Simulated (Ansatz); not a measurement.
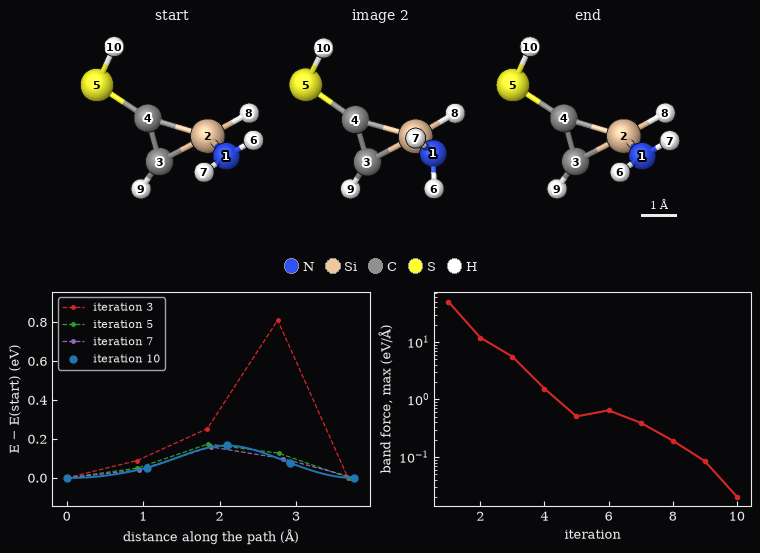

A nudged-elastic-band calculation for C2H5NSSi. Images are numbered from 0 (start) to 4 (end). The plot follows the band through its iterations. Style: ball-and-stick. Shown from a free direction.

The calculation used RKS PBE-D4/def2-SVP in Ansatz 0.2.0. Settings: 3 movable images; climbing image; force threshold 0.03 eV/Å; iteration limit 60; starting path through a guess of the saddle point.

Judge this run.

Answer. The run is converged, with reservations. The band converged in 10 iterations. The largest component of the band force went from 51 to 0.021 eV/Å. The climbing image converged on the top of the path. Its curvatures weren't checked. So few images resolve the path coarsely. The first iteration put the highest image at 11.247 eV. The barrier is about 0.166 eV in both directions, with image 2 at the top; the ends have the same energy.
